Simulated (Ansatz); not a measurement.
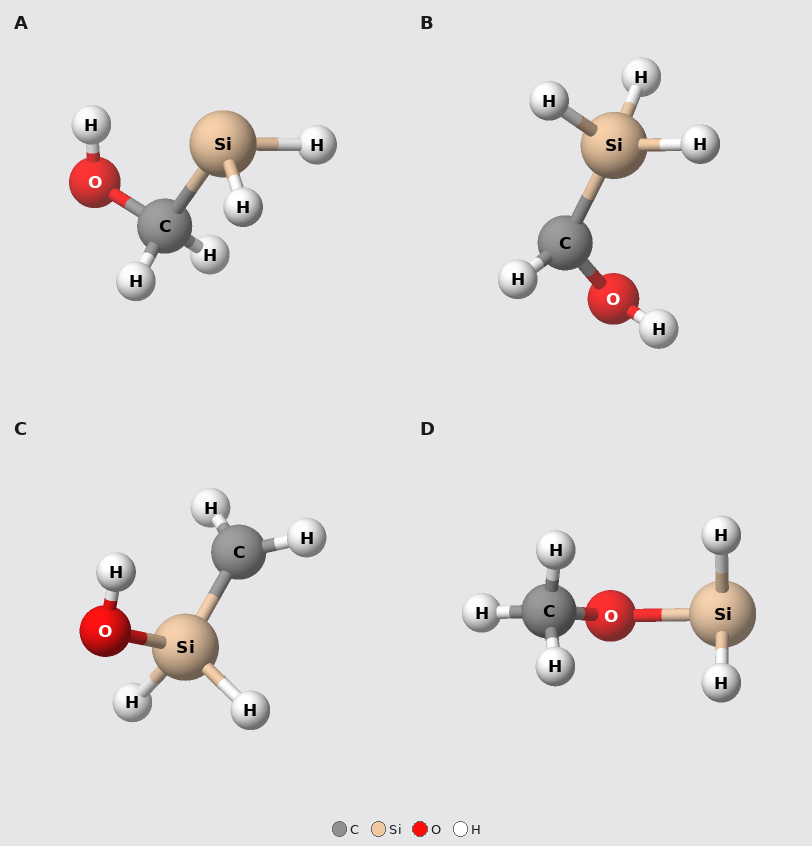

4 stationary structures of one formula. State: charge −1, singlet. Geometries: PBE0-D4/def2-TZVPD. Electronic energies: PBE-D4/def2-TZVPPD (Ansatz 0.2.0), without zero-point energy. No frequency run is at hand to confirm each as a minimum. Each is one conformer, not always the lowest.

Which is lowest in energy, and by how much?

Answer. C is lowest (C1); D lies 53.5 kJ/mol above it (Cs), A lies 118.8 kJ/mol above it, B lies 228.4 kJ/mol above it (C1).
